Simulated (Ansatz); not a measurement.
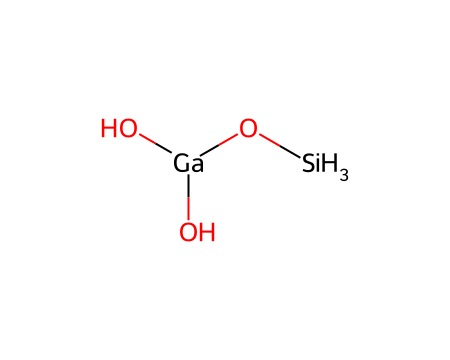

Structural formula above. Computed geometry: PBE0-D4/def2-TZVP optimisation. No frequency run is at hand to confirm it as a minimum.

What does the molecule look like in three dimensions?

The molecule is GaH₅O₃Si. As SMILES it reads `[OH][Ga]([OH])[O][SiH3]`. Among its groups: Si–H bond, Si–O bond. The point group is Cs. Coordination: 3 O bent; 1 Ga trigonal planar; 1 Si tetrahedral.

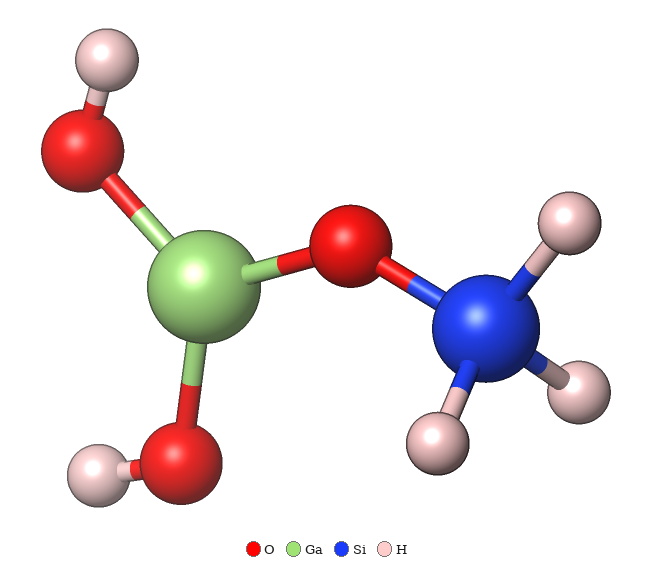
